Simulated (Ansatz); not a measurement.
**C2H3Cl2NSi: basis-set convergence**

Aim: see how fast density functionals and correlated methods converge with the basis set for C2H3Cl2NSi.

The runs use Ansatz 0.2.0, Gaussian basis; one geometry, several basis sets.

Levels to be run: PBE0-D4/def2-SVP; ωB97M-V/def2-SVP; PBE0-D4/def2-QZVPP; ωB97M-V/def2-QZVPP; CCSD(T)/cc-pV(D+d)Z; CCSD(T)/cc-pV(T+d)Z; MP2/cc-pV(Q+d)Z; the functionals' def2-TZVPP values are taken from earlier runs.

### Step 1. The geometry

The geometry comes from an earlier relaxation with PBE0-D4 in a triple-zeta def2 set; it is a stationary point, not always the lowest conformer.

SMILES `C[Si](Cl)(Cl)C#N`, 9 atoms, charge 0, spin multiplicity 1.

Atoms are counted from 1 here; the program's logs count them from 0.

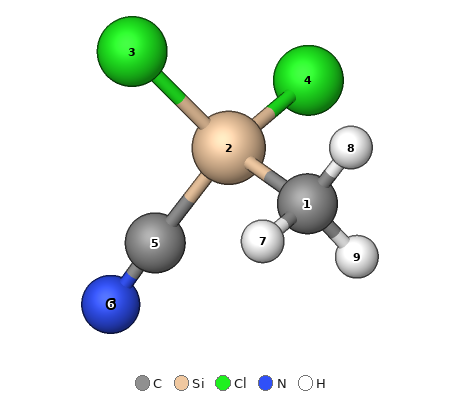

The structure; carbon grey, silicon light orange, chlorine green, nitrogen blue, hydrogen white; atoms are numbered from 1 in the order of the file.

### Step 2. PBE0-D4 in def2-SVP

Input file in.yaml:

```yaml
crystal:
  periodic: [false, false, false]
  atoms:
    - {symbol: C, position_ang: [-0.370985, -0.883291, 0.851091]}
    - {symbol: Si, position_ang: [0.355976, 0.022394, -0.573600]}
    - {symbol: Cl, position_ang: [2.380508, -0.146165, -0.620100]}
    - {symbol: Cl, position_ang: [-0.426956, -0.601320, -2.342019]}
    - {symbol: C, position_ang: [-0.018958, 1.824361, -0.438588]}
    - {symbol: N, position_ang: [-0.274131, 2.940652, -0.317439]}
    - {symbol: H, position_ang: [0.046521, -0.505181, 1.786768]}
    - {symbol: H, position_ang: [-0.148928, -1.949234, 0.770507]}
    - {symbol: H, position_ang: [-1.454645, -0.748318, 0.866180]}
basis:
  gaussian: {orbitals: def2-SVP}
hamiltonian: {xc: pbe0, dispersion: d4}
output: {orbitals: {seedname: orbitals}}
```

Command:

```bash
> ansatz run in.yaml --threads 2 --pin off --events-out ev --progress --plain --max-ram 22528MiB --backend cpu
```

Log:

```text
Functional definition: PBE0
  name "PBE0"
  cite "Adamo & Barone, J. Chem. Phys. 110, 6158 (1999) doi:10.1063/1.478522"
  cite "Perdew, Burke & Ernzerhof, Phys. Rev. Lett. 77, 3865 (1996) doi:10.1103/PhysRevLett.77.3865"
  parent pbe
  parameter a = 0.25
  parameter kappa = 0.804
  parameter beta = 0.06672455060314922
  exchange = (1 - a)*pbe_x(kappa = kappa, mu = beta*pi^2/3) + a*exact_x
  correlation = pbe_c(beta = beta)
1074 factors; integrals over basis functions are off by at most 1.2e-3 eV
mean field evaluation 1: about -36503.3289 eV, gradient 5.2e1 eV
mean field evaluation 2: about -36496.9363 eV, gradient 7.2e1 eV
mean field evaluation 4: about -36509.6330 eV, gradient 2.7e0 eV
mean field evaluation 8: about -36509.8070 eV, gradient 3.4e-1 eV
mean field evaluation 16: about -36509.8073 eV, gradient 4.6e-5 eV
mean field -36509.80731437 eV, -1341.7106715669 hartree, gradient 4.6e-5 eV, S^2 0.000000; 0 other end points of the search recorded, 0 dependent functions left out
reference -36509.80733757 eV, -1341.7106724193 hartree; 35, 35 occupied and 76, 76 virtual orbitals, 1074 factors
Total energy: -36510.05804072 eV, -1341.7198855902 hartree
```

Run time: 1.8 s. Hardware: 2 threads of AMD EPYC 7R13, shared host; peak memory 0.29 GiB.

### Step 3. ωB97M-V in def2-SVP

Edit in.yaml of step 2 so:

```diff
@@ -14,3 +14,3 @@
   gaussian: {orbitals: def2-SVP}
-hamiltonian: {xc: pbe0, dispersion: d4}
+hamiltonian: {xc: {name: wB97M-V}}
 output: {orbitals: {seedname: orbitals}}
```

Same command.

Log (excerpt; [...] marks lines left out):

```text
Functional definition: wB97M-V
  name "wB97M-V"
  cite "Mardirossian & Head-Gordon, J. Chem. Phys. 144, 214110 (2016) doi:10.1063/1.4952647"
  cite "Becke, J. Chem. Phys. 107, 8554 (1997) doi:10.1063/1.475007"
  cite "Vydrov & Van Voorhis, J. Chem. Phys. 133, 244103 (2010) doi:10.1063/1.3521275"
  # Of w^i u^j: cxij and so on, Table III.
[...]
  gx(w, u) = 1 - cx + cx01*u + cx10*w
  gss(w, u) = css00 + css04*u^4 + css10*w + css20*w^2 + css43*w^4*u^3
  gos(w, u) = cos00 + cos10*w + (cos20 + cos21*u)*w^2 + (cos60 + cos61*u)*w^6
[...]
      + integral(e_c_pw_mod_opposite_spin*gos(b97_w_opposite, b97_u_opposite)) + vv10(b, c)
1074 factors; integrals over basis functions are off by at most 1.2e-3 eV
286 factors; integrals over basis functions are off by at most 6.4e-6 eV
[...]
mean field -36522.82110316 eV, -1342.1889194837 hartree, gradient 2.8e-5 eV, S^2 0.000000; 0 other end points of the search recorded, 0 dependent functions left out
reference -36522.82113690 eV, -1342.1889207236 hartree; 35, 35 occupied and 76, 76 virtual orbitals, 1074 factors
Total energy: -36522.82113690 eV, -1342.1889207236 hartree
```

Wall time 6 s (2 threads of AMD EPYC 7R13, shared host); peak memory 0.4 GiB.

### Step 4. PBE0-D4 in def2-QZVPP

Edit in.yaml of step 3 so:

```diff
@@ -13,4 +13,4 @@
 basis:
-  gaussian: {orbitals: def2-SVP}
-hamiltonian: {xc: {name: wB97M-V}}
+  gaussian: {orbitals: "def2-QZVPP.json"}
+hamiltonian: {xc: pbe0, dispersion: d4}
 output: {orbitals: {seedname: orbitals}}
```

Command:

```bash
> ansatz run in.yaml --threads 2 --pin off --events-out ev --progress --plain --max-ram 22528MiB --backend cuda --devices 0, --max-vram 18GiB
```

Log:

```text
Functional definition: PBE0
  name "PBE0"
  cite "Adamo & Barone, J. Chem. Phys. 110, 6158 (1999) doi:10.1063/1.478522"
  cite "Perdew, Burke & Ernzerhof, Phys. Rev. Lett. 77, 3865 (1996) doi:10.1103/PhysRevLett.77.3865"
  parent pbe
  parameter a = 0.25
  parameter kappa = 0.804
  parameter beta = 0.06672455060314922
  exchange = (1 - a)*pbe_x(kappa = kappa, mu = beta*pi^2/3) + a*exact_x
  correlation = pbe_c(beta = beta)
1808 factors; their error is unknown
mean field evaluation 1: about -36517.9181 eV, gradient 6.4e1 eV
mean field evaluation 2: about -36511.5738 eV, gradient 7.9e1 eV
mean field evaluation 4: about -36526.5436 eV, gradient 4.9e0 eV
mean field evaluation 8: about -36526.5955 eV, gradient 3.3e-1 eV
mean field evaluation 16: about -36526.6315 eV, gradient 7.1e-5 eV
mean field -36526.63152188 eV, -1342.3289497892 hartree, gradient 8.8e-5 eV, S^2 0.000000; 0 other end points of the search recorded, 0 dependent functions left out
reference -36526.63156044 eV, -1342.3289512062 hartree; 35, 35 occupied and 436, 436 virtual orbitals, 1808 factors
Total energy: -36526.88226360 eV, -1342.3381643771 hartree
```

Run time: 2.7 s. Hardware: 1 × H100 (card shared with other runs) with 2 threads of AMD EPYC 7R13, shared host; peak host memory 1.1 GiB.

### Step 5. ωB97M-V in def2-QZVPP

Edit in.yaml of step 4 so:

```diff
@@ -14,3 +14,3 @@
   gaussian: {orbitals: "def2-QZVPP.json"}
-hamiltonian: {xc: pbe0, dispersion: d4}
+hamiltonian: {xc: {name: wB97M-V}}
 output: {orbitals: {seedname: orbitals}}
```

Same command.

Log (excerpt; [...] marks lines left out):

```text
Functional definition: wB97M-V
  name "wB97M-V"
  cite "Mardirossian & Head-Gordon, J. Chem. Phys. 144, 214110 (2016) doi:10.1063/1.4952647"
  cite "Becke, J. Chem. Phys. 107, 8554 (1997) doi:10.1063/1.475007"
  cite "Vydrov & Van Voorhis, J. Chem. Phys. 133, 244103 (2010) doi:10.1063/1.3521275"
  # Of w^i u^j: cxij and so on, Table III.
[...]
  gx(w, u) = 1 - cx + cx01*u + cx10*w
  gss(w, u) = css00 + css04*u^4 + css10*w + css20*w^2 + css43*w^4*u^3
  gos(w, u) = cos00 + cos10*w + (cos20 + cos21*u)*w^2 + (cos60 + cos61*u)*w^6
[...]
      + integral(e_c_pw_mod_opposite_spin*gos(b97_w_opposite, b97_u_opposite)) + vv10(b, c)
1756 factors; their error is unknown
339 factors; integrals over basis functions are off by at most 2.2e-5 eV
[...]
mean field -36539.64185742 eV, -1342.8070708013 hartree, gradient 4.5e-5 eV, S^2 0.000000; 0 other end points of the search recorded, 0 dependent functions left out
reference -36539.64191608 eV, -1342.8070729573 hartree; 35, 35 occupied and 436, 436 virtual orbitals, 1756 factors
Total energy: -36539.64191608 eV, -1342.8070729573 hartree
```

It took 4 s on 1 × H100 (card shared with other runs) with 2 threads of AMD EPYC 7R13, shared host; peak host memory 1.2 GiB.

### Step 6. Density functionals: the series

The def2-TZVPP values come from earlier runs at the same geometry.

```tsv
functional	basis	functions	energy (eV)	from the largest (eV)	HOMO (eV)	LUMO (eV)
PBE0-D4	def2-SVP	111	-36510.0580	16.824	-9.55	-0.77
PBE0-D4	def2-TZVPP	261	-36525.6956	1.187	-9.66	-0.98
PBE0-D4	def2-QZVPP	471	-36526.8823	0.000	-9.68	-1.04
ωB97M-V	def2-SVP	111	-36522.8211	16.821	-11.76	1.45
ωB97M-V	def2-TZVPP	261	-36538.5251	1.117	-11.92	1.16
ωB97M-V	def2-QZVPP	471	-36539.6419	0.000	-11.95	1.05
```

### Step 7. CCSD(T) in cc-pV(D+d)Z

Edit in.yaml of step 5 so:

```diff
@@ -13,4 +13,3 @@
 basis:
-  gaussian: {orbitals: "def2-QZVPP.json"}
-hamiltonian: {xc: {name: wB97M-V}}
-output: {orbitals: {seedname: orbitals}}
+  gaussian: {orbitals: "cc-pV(D+d)Z.json"}
+correlation: {method: ccsd_t}
```

Launched as before.

Log (excerpt; [...] marks lines left out):

```text
Functional definition: HF
  name "HF"
  cite "Fock, Z. Phys. 61, 126 (1930) doi:10.1007/BF01340294"
  parent pbe
[...]
1265 factors; integrals over basis functions are off by at most 1.0e-3 eV
[...]
mean field -36463.72377420 eV, -1340.0171327023 hartree, gradient 1.1e-6 eV, S^2 0.000000; 0 other end points of the search recorded, 0 dependent functions left out
18 core orbitals not correlated: weight in the atoms' cores, before any rotation towards them, 1.000 or more for the frozen orbitals, at most 0.000 for the correlated occupied ones
reference -36463.72377420 eV, -1340.0171327023 hartree; 17, 17 occupied and 91, 91 virtual orbitals, 1265 factors
second order -21.30849533 eV of doubles, -0.00000000 eV of singles
cycle   1  -21.93007387 eV  change   -6.2e-1 eV  update   1.1e-1
[...]
cycle   9  -22.63314789 eV  change   -3.0e-6 eV  update   9.4e-6
perturbative correction -0.75350933 eV, -0.0276909571 hartree
Total energy: -36487.11043143 eV, -1340.8765765032 hartree
```

It took 2.6 s on 1 × H100 (card shared with other runs) with 2 threads of AMD EPYC 7R13, shared host; peak host memory 0.8 GiB.

### Step 8. CCSD(T) in cc-pV(T+d)Z

Edit in.yaml of step 7 so:

```diff
@@ -13,3 +13,4 @@
 basis:
-  gaussian: {orbitals: "cc-pV(D+d)Z.json"}
+  gaussian: {orbitals: "cc-pV(T+d)Z.json"}
 correlation: {method: ccsd_t}
+output: {orbitals: {seedname: orbitals}}
```

Launched as before.

Log (excerpt; [...] marks lines left out):

```text
Functional definition: HF
  name "HF"
  cite "Fock, Z. Phys. 61, 126 (1930) doi:10.1007/BF01340294"
  parent pbe
[...]
1472 factors; integrals over basis functions are off by at most 1.2e-3 eV
[...]
mean field -36466.01261736 eV, -1340.1012461368 hartree, gradient 2.3e-6 eV, S^2 0.000000; 0 other end points of the search recorded, 0 dependent functions left out
18 core orbitals not correlated: weight in the atoms' cores, before any rotation towards them, 1.000 or more for the frozen orbitals, at most 0.000 for the correlated occupied ones
reference -36466.01261736 eV, -1340.1012461368 hartree; 17, 17 occupied and 214, 214 virtual orbitals, 1472 factors
second order -27.18440271 eV of doubles, -0.00000000 eV of singles
cycle   1  -27.58724941 eV  change   -4.0e-1 eV  update   1.2e-1
[...]
cycle   9  -28.43467989 eV  change   -1.5e-5 eV  update   1.3e-5
perturbative correction -1.34640583 eV, -0.0494795018 hartree
Total energy: -36495.79370308 eV, -1341.1956808509 hartree
```

Run time: 2.9 s. Hardware: 1 × H100 (card shared with other runs) with 2 threads of AMD EPYC 7R13, shared host; peak host memory 0.84 GiB.

### Step 9. MP2 in cc-pV(Q+d)Z

Edit in.yaml of step 8 so:

```diff
@@ -13,4 +13,3 @@
 basis:
-  gaussian: {orbitals: "cc-pV(T+d)Z.json"}
-correlation: {method: ccsd_t}
-output: {orbitals: {seedname: orbitals}}
+  gaussian: {orbitals: "cc-pV(Q+d)Z.json"}
+correlation: {method: mp2}
```

Same command.

Log:

```text
Functional definition: HF
  name "HF"
  cite "Fock, Z. Phys. 61, 126 (1930) doi:10.1007/BF01340294"
  parent pbe
  exchange = exact_x
  correlation = 0
2684 factors; integrals over basis functions are off by at most 1.1e-3 eV
mean field evaluation 1: about -36462.4464 eV, gradient 3.9e1 eV
mean field evaluation 2: about -36462.6635 eV, gradient 3.9e1 eV
mean field evaluation 4: about -36466.4132 eV, gradient 6.3e0 eV
mean field evaluation 8: about -36466.5348 eV, gradient 3.6e-1 eV
mean field -36466.53531940 eV, -1340.1204550827 hartree, gradient 2.4e-6 eV, S^2 0.000000; 0 other end points of the search recorded, 0 dependent functions left out
18 core orbitals not correlated: weight in the atoms' cores, before any rotation towards them, 1.000 or more for the frozen orbitals, at most 0.000 for the correlated occupied ones
reference -36466.53531940 eV, -1340.1204550827 hartree; 17, 17 occupied and 412, 412 virtual orbitals, 2684 factors
second order -29.40286337 eV of doubles, -0.00000000 eV of singles
Total energy: -36495.93818277 eV, -1341.2009903816 hartree
```

Wall time 2.6 s (1 × H100 (card shared with other runs) with 2 threads of AMD EPYC 7R13, shared host); peak host memory 0.97 GiB.

The pieces so far (eV):

```tsv
basis	HF	MP2 correlation	CCSD correlation	(T)	total
cc-pV(D+d)Z	-36463.7238	-21.3085	-22.6331	-0.7535	-36487.1104
cc-pV(T+d)Z	-36466.0126	-27.1844	-28.4347	-1.3464	-36495.7937
cc-pV(Q+d)Z	-36466.5353	-29.4029			-36495.9382 (MP2)
```

### Step 10. Extrapolating to the complete basis

This step is arithmetic on the last runs, with X = 3 and 4: exp(−5.46√X) for Hartree-Fock, X^−3.05 for correlation; only MP2 was run in the larger set, so CCSD(T) minus MP2 is added from the smaller one.

```tsv
level	energy at the limit (eV)
HF	-36466.6928
MP2	-36497.6750
CCSD	-36498.9253
CCSD(T)	-36500.2717
```

```tsv
basis	HF above its limit (eV)	share of the MP2 correlation limit (%)
cc-pV(D+d)Z	2.969	68.8
cc-pV(T+d)Z	0.680	87.7
cc-pV(Q+d)Z	0.157	94.9
```

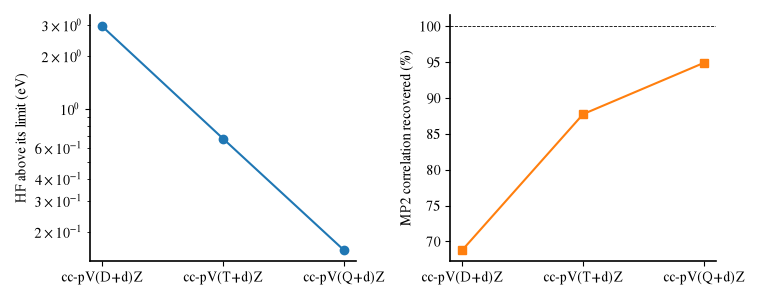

Hartree-Fock converges fast with the basis, correlation slowly.

### Step 11. Results

| quantity | value |
| --- | --- |
| MP2 correlation recovered, cc-pV(D+d)Z | 68.8 % |
| MP2 correlation recovered, cc-pV(T+d)Z | 87.7 % |
| MP2 correlation recovered, cc-pV(Q+d)Z | 94.9 % |
| CCSD(T) limit from def2 sets (earlier runs) less the limit of this series | -141 meV |
| PBE0-D4: double and triple zeta above quadruple | 16.82, 1.19 eV |
| ωB97M-V: double and triple zeta above quadruple | 16.82, 1.12 eV |

What this shows: For PBE0-D4 the step from double to triple zeta gains 15.64 eV and the next only 1.19 eV. In cc-pV(D+d)Z MP2 holds 69 % of its limit, in cc-pV(Q+d)Z 95 %, while Hartree-Fock is within 0.157 eV in the largest set. A limit from the def2 sets, made apart, differs by 141 meV, a least measure of the doubt on such a limit. Total energies overstate the basis error of differences, where much of it tends to cancel.
